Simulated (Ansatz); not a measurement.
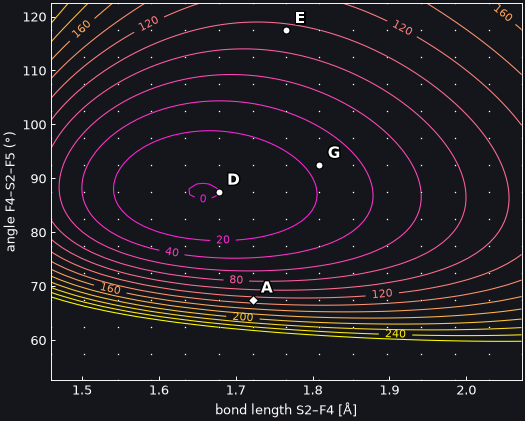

F4S, SMILES FS(F)(F)F. 
- Coordinates scanned: (1) bond length S2–F4; (2) angle F4–S2–F5.
- Nothing is relaxed (all other coordinates rigid).
- The scan uses a 15 × 15 grid.
- Points are written as (first, second).
- All energies are given in kJ/mol relative to the lowest grid point.
- Level of theory: RKS PBE0-D4/def2-SVP (Ansatz).

In the figure: contour lines labelled in kJ/mol (none above 260), dots at the grid points, lettered points. Between grid points the surface is interpolated.

> Rank the lettered points by energy, lowest first.

D (0 kJ/mol), G (25 kJ/mol), E (96 kJ/mol), A (128 kJ/mol).

> What kind of point is each of A, D, E, G: minimum, saddle, maximum or slope?

A: on a slope; D: minimum; E: on a slope; G: on a slope. (In these two coordinates alone; a stationary point may lie a little off the grid point.)
